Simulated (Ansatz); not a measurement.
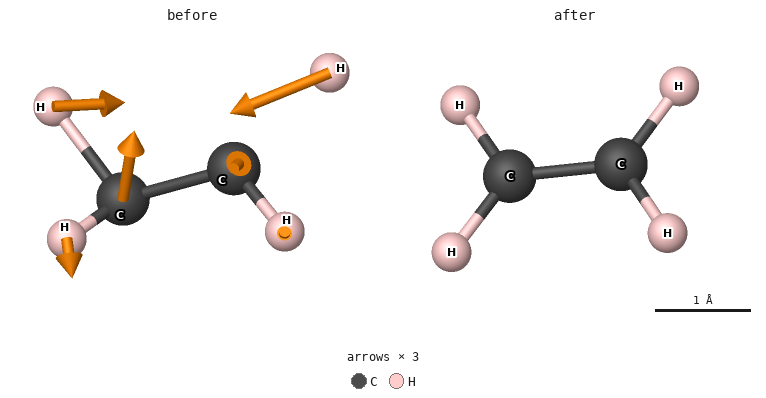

The structure of C2H4 before (left) and after (right) a relaxation, at one scale. The orange arrows give the displacements, magnified 3 times.

The picture is a ball-and-stick view, seen at a tilt.

Computed with RKS B2PLYP/aug-pcseg-2 in Ansatz.

Input
```yaml
crystal:
  periodic: [false, false, false]
  atoms:
    - {symbol: C, position_ang: [-0.397090, -0.666449, -0.070197]}
    - {symbol: C, position_ang: [0.151149, 0.578767, 0.046985]}
    - {symbol: H, position_ang: [0.235099, -1.598571, 0.493484]}
    - {symbol: H, position_ang: [-0.409709, -1.019156, -0.851866]}
    - {symbol: H, position_ang: [-0.093380, 1.345190, -0.555435]}
    - {symbol: H, position_ang: [0.596236, 1.235677, 1.317742]}
basis:
  gaussian: {orbitals: aug-pcseg-2, nuclear_model: gaussian}
hamiltonian: {xc: {name: B2PLYP}}
relax: {f_tol: 0.001, max_steps: 3}
output: {forces: true}
```

Launched with:
```bash
ansatz run in.yaml --threads 2 --pin off --events-out ev --progress --plain --max-ram 32768MiB --backend cuda --devices 0, --max-vram 18GiB
```

Summarise the run.

Answer. The relaxation stopped without meeting its thresholds, so the last structure isn't shown to be converged. The input was poor on purpose: steps. The atom that moves furthest after the best rigid fit is H6 (0.38 Å). Largest moves by element: H 0.38 Å, C 0.29 Å. Some distances before and after: C2–H6 1.498 → 1.073 Å, C1–H4 0.858 → 1.062 Å, C1–H3 1.259 → 1.070 Å, C1–C2 1.366 → 1.230 Å. New bonds form: C2–H6 (1.50 → 1.07 Å). Bond angles that change, for instance: H3–C1–H4 96.4° → 114.3°, C2–C1–H3 115.8° → 123.0°, C2–C1–H4 117.3° → 122.2°. After 2 geometry steps the energy has fallen by 390.2 kJ/mol. The largest force component goes from 15 to 7 eV/Å. The run took about 21 s of wall time on a shared GPU.
